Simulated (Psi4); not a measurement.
# BSiH4O2F (SMILES OB(F)O[SiH3]) at CAM-B3LYP/6-31G(d) (spherical functions, sweep point 3)

What is the energy change on altering one bond length of BSiH4O2F at CAM-B3LYP/6-31G* (spherical functions, sweep point 3)? 

The calculation is run with Psi4 1.11.

## 1. The system as given

BSiH4O2F: 9 atoms, total charge 0, spin state singlet. SMILES: `OB(F)O[SiH3]`. Geometry: relaxed at PBE0-D4/def2-TZVP. This is one conformer, not always the lowest.

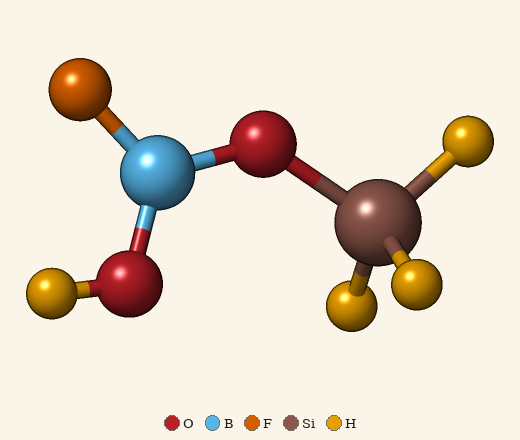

Viewed from a chosen angle; oxygen red, boron blue, fluorine orange, silicon brown, hydrogen amber.

## 2. The energy at CAM-B3LYP/6-31G(d) (spherical functions, sweep point 3)

input.dat

```
memory 1.6 GB

molecule {
  0 1
  O     -3.05020694     1.05201053     0.74455209
  B     -0.74719771     2.18660210     0.66650640
  F     -0.52402105     4.63134079     1.24325082
  O      1.33962685     0.88231313     0.01171630
  Si     1.76538215    -2.10685566    -0.80313360
  H     -4.38888892     2.17299607     1.23606986
  H      4.50113866    -2.40732211    -1.30561178
  H      0.29196269    -2.69777302    -3.11389071
  H      0.97925608    -3.80023924     1.28841527
  units bohr
  symmetry c1
}

set {
  basis 6-31G*
  puream true
  scf_type pk
  dft_radial_points 99
  dft_spherical_points 590
}

energy_value = energy('cam-b3lyp')
```

Run with:

```
$ psi4 -i input.dat -o output.dat -n 1
```

output.dat, shortened:

```text
[...]
  Running in c1 symmetry.
[...]
  Nuclear repulsion =  222.106224998276275
[...]
  Multiplicity = 1
[...]
  Nalpha       = 24
  Nbeta        = 24
[...]
    Number of basis functions: 82
[...]
   @RKS iter   1:  -566.89988306395765   -6.39572e-01   9.62038e-03 ADIIS/DIIS
[...]
   @RKS iter   8:  -567.12589182005047   -1.28472e-07   7.45746e-07 DIIS
[...]
    Orbital Energies [Eh]
    ---------------------
    Doubly Occupied:
       1A    -66.216574     2A    -24.760341     3A    -19.238522
       4A    -19.223932     5A     -6.913700     6A     -5.377289
       7A     -3.737389     8A     -3.734616     9A     -3.734597
      10A     -1.278460    11A     -1.122788    12A     -1.089176
      13A     -0.674536    14A     -0.637097    15A     -0.596955
      16A     -0.547210    17A     -0.532341    18A     -0.493359
      19A     -0.463558    20A     -0.456031    21A     -0.435799
      22A     -0.419224    23A     -0.389814    24A     -0.382005
[...]
  @RKS Final Energy:  -567.12589182005047
   => Energetics <=
    Nuclear Repulsion Energy =            222.1062249982762751
    One-Electron Energy =               -1225.7278946635024113
    Two-Electron Energy =                 476.9470282429500685
    DFT Exchange-Correlation Energy =     -40.4512503977743592
    Empirical Dispersion Energy =           0.0000000000000000
    VV10 Nonlocal Energy =                  0.0000000000000000
    Total Energy =                       -567.1258918200504695
[...]
 Multipole Moments:
 ------------------------------------------------------------------------------------
     Multipole            Electronic (a.u.)      Nuclear  (a.u.)        Total (a.u.)
 ------------------------------------------------------------------------------------
 L = 1.  Multiply by 2.5417464519 to convert [e a0] to [Debye]
 Dipole X            :         -1.7999633            1.2854045           -0.5145589
 Dipole Y            :          7.4277037           -7.5942871           -0.1665835
 Dipole Z            :          2.1420476           -2.1025089            0.0395387
 Magnitude           :                                                    0.5422953
[...]
```

Wall time 15 s (1 thread of INTEL XEON PLATINUM 8581C at 2.10GHz (Emerald Rapids), shared host); peak memory 0.84 GiB.

## 3. The distorted shape, same level

input.inp

```
memory 1600 MB

molecule {
  0 1
  O     -4.41804929     1.20223998     0.99578551
  B     -2.11504006     2.33683155     0.91773982
  F     -1.89186340     4.78157023     1.49448424
  O     -0.02821550     1.03254258     0.26294972
  Si     0.39753980    -1.95662621    -0.55190018
  H     -5.75673127     2.32322552     1.48730328
  H      4.50113866    -2.40732211    -1.30561178
  H     -1.07587966    -2.54754357    -2.86265729
  H     -0.38858627    -3.65000979     1.53964869
  units bohr
  symmetry c1
}

set puream true
set scf_type pk
set dft_radial_points 99
set dft_spherical_points 590

result, w = energy("cam-b3lyp/6-31G*", return_wfn=True)
```

Run with:

```
$ psi4 -i input.inp -o input.out -n 1
```

input.out, shortened:

```text
[...]
  Running in c1 symmetry.
[...]
  Nuclear repulsion =  219.684446693999547
[...]
  Multiplicity = 1
[...]
  Nalpha       = 24
  Nbeta        = 24
[...]
    Number of basis functions: 82
[...]
   @RKS iter   1:  -566.81782695706875   -7.16368e-01   9.65361e-03 ADIIS/DIIS
[...]
   @RKS iter   8:  -567.04867068141493   -1.53754e-07   9.60830e-07 DIIS
[...]
    Orbital Energies [Eh]
    ---------------------
    Doubly Occupied:
       1A    -66.260737     2A    -24.767271     3A    -19.246441
       4A    -19.237915     5A     -6.924006     6A     -5.414084
       7A     -3.774044     8A     -3.773041     9A     -3.770953
      10A     -1.285267    11A     -1.131843    12A     -1.101118
      13A     -0.681535    14A     -0.644737    15A     -0.601915
      16A     -0.552467    17A     -0.540360    18A     -0.502354
      19A     -0.475121    20A     -0.451981    21A     -0.438974
      22A     -0.428615    23A     -0.395397    24A     -0.333692
[...]
  @RKS Final Energy:  -567.04867068141493
   => Energetics <=
    Nuclear Repulsion Energy =            219.6844466939995471
    One-Electron Energy =               -1220.2357635019250210
    Two-Electron Energy =                 473.8568582721143798
    DFT Exchange-Correlation Energy =     -40.3542121456039311
    Empirical Dispersion Energy =           0.0000000000000000
    VV10 Nonlocal Energy =                  0.0000000000000000
    Total Energy =                       -567.0486706814149329
[...]
 Multipole Moments:
 ------------------------------------------------------------------------------------
     Multipole            Electronic (a.u.)      Nuclear  (a.u.)        Total (a.u.)
 ------------------------------------------------------------------------------------
 L = 1.  Multiply by 2.5417464519 to convert [e a0] to [Debye]
 Dipole X            :         -2.9860890            1.9493517           -1.0367373
 Dipole Y            :          7.5921403           -7.6672081           -0.0750679
 Dipole Z            :          2.3684778           -2.2244569            0.1440208
 Magnitude           :                                                    1.0493814
[...]
```

Run time: 14 s. Hardware: 1 thread of INTEL XEON PLATINUM 8581C at 2.10GHz (Emerald Rapids), shared host; peak memory 0.84 GiB.

## 4. What came out

At CAM-B3LYP/6-31G* (spherical functions, sweep point 3):

| quantity | value |
| --- | --- |
| first shape: total energy | -567.12589 Eh |
| first shape: dipole moment | 1.38 D |
| first shape: HOMO energy | -10.39 eV |
| first shape: LUMO energy | 1.60 eV |
| first shape: HOMO–LUMO gap | 11.99 eV |
| distorted shape: total energy | -567.04867 Eh |
| distorted shape: dipole moment | 2.67 D |
| distorted shape: HOMO energy | -9.08 eV |
| distorted shape: LUMO energy | 0.25 eV |
| distorted shape: HOMO–LUMO gap | 9.33 eV |
| energy change with the Si5–H7 bond stretched from 1.480 to 2.221 Å | 2.101 eV |

What this shows: With the Si5–H7 bond stretched from 1.480 to 2.221 Å the energy rises by 2.10 eV (203 kJ/mol). The first shape isn't relaxed at this level, so the change isn't measured from a minimum.
